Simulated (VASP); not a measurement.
Energy against volume of HfO$_{2}$ (fluorite). All values below come from LDA (Ceperley-Alder, Perdew-Zunger), VASP's LDA PAW potentials (set 64) (plane waves; VASP 6.6.1).

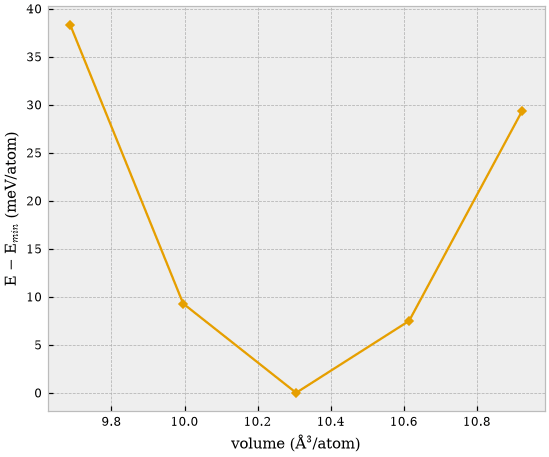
Fig. 1. Energy against volume

### Question
Estimate the equilibrium volume and the bulk modulus.

### Answer
The minimum lies near 10.3 Å³/atom, and the curvature gives B0 of about 290 GPa.

The compound is HfO2 in the fluorite structure, the high-temperature cubic form, which is unstable at 0 K; the monoclinic form is the stable one. It was relaxed first, which changed the volume by -6 %.
